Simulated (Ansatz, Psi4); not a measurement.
## A ladder of methods for HfF4 (SMILES F[Hf](F)(F)F)

The species is HfF4 (5 atoms), meant as a singlet with charge 0. As SMILES, `F[Hf](F)(F)F`. Geometry: relaxed at PBE0-D4/def2-TZVP.

```xyz
5

F    -0.9087   -0.1120    1.6614
Hf    0.0000    0.0000    0.0000
F     1.6229   -0.9772    0.0997
F    -1.0932   -0.7277   -1.3690
F     0.3790    1.8169   -0.3922
```

Each level gives the vertical ionisation energy (to the doublet cation) (eV). The values are calculated.

```tsv
level	kind	program	value (eV)	less CCSD(T)/def2-SVP
HF/def2-SVP (core potential)	Hartree–Fock	Ansatz	14.25	-0.89
SVWN5/def2-SVP (core potential)	LDA	Ansatz	13.70	-1.44
revPBE/def2-SVP (core potential)	GGA	Ansatz	13.30	-1.84
BHLYP/def2-SVP (core potential)	global hybrid	Psi4	15.25	+0.11
B2PLYP/def2-SVP (core potential)	double hybrid	Ansatz	14.93	-0.21
RPA@PBE/def2-SVP (core potential)	RPA	Ansatz	12.65	-2.49
MP2/def2-SVP (core potential)	perturbation theory	Ansatz	15.61	+0.47
CCSD(T)/def2-SVP (core potential)	coupled cluster or CI	Ansatz	15.14	0.00
```

Differences are taken from CCSD(T)/def2-SVP (core potential) for orientation; it has basis-set and higher-order errors of its own. Spin-orbit coupling, which can split open shells on such heavy atoms by tenths of an eV, is left out. The values span 12.65 to 15.61 eV.

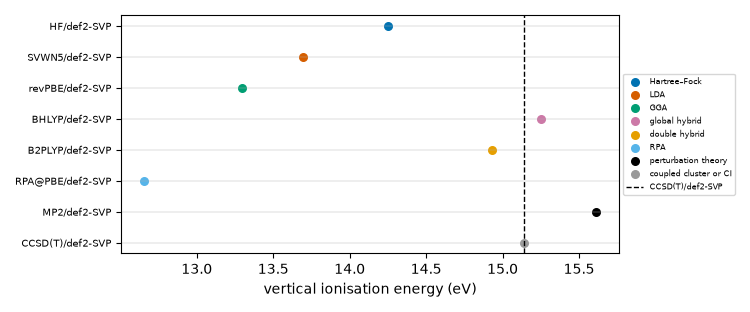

The values of the table, level by level.
